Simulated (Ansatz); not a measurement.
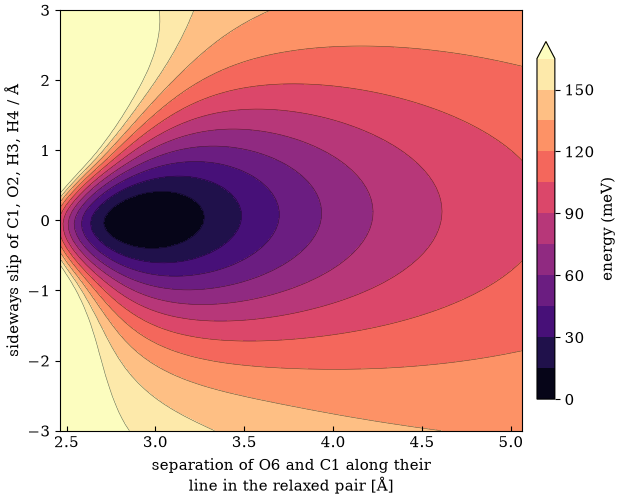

The pair CH₂O···CH₂O. First axis: separation of O6 and C1 along their line in the relaxed pair. Second axis: sideways slip of C1, O2, H3, H4. Nothing is relaxed (both partners rigid). The grid has 15 × 15 points. Points are written as (first, second). All energies are given in meV relative to the lowest grid point. This map comes from Ansatz, RHF/def2-SVPD.

The picture shows filled contours, one colour for all values above the top of the scale. Between grid points the surface is interpolated.

The lowest grid point is at (2.914 Å, 0.00 Å). No other kind of well shows on this grid. The highest grid point, (2.464 Å, 1.71 Å), lies 423 meV above the lowest. Round the minimum the two coordinates are weakly coupled (coupling −0.10 in units of the two stiffnesses).

The level of theory is changed to RKS PBE0-D4/def2-SVPD (Ansatz); with it change the reference geometry, relaxed at the new level; the new grid has 15 × 15 points.

How does the landscape change?

Answer. The minimum (interpolated where it lies between grid points) moves from about (2.934 Å, 0.00 Å) to about (2.610 Å, 0.00 Å). The curvature at the minimum changes from about 0.42 to 0.88 eV/Å² along the first coordinate and from about 0.22 to 0.58 eV/Å² along the second coordinate.

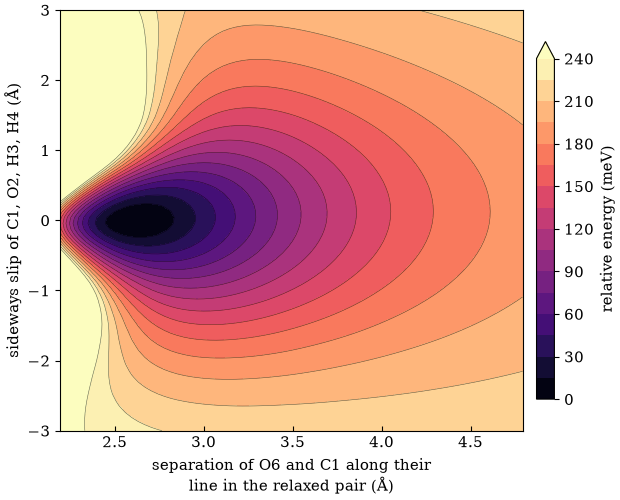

The map after the change, on a colour scale of its own. In the figure: filled contours, one colour for all values above the top of the scale. Between grid points the surface is interpolated.
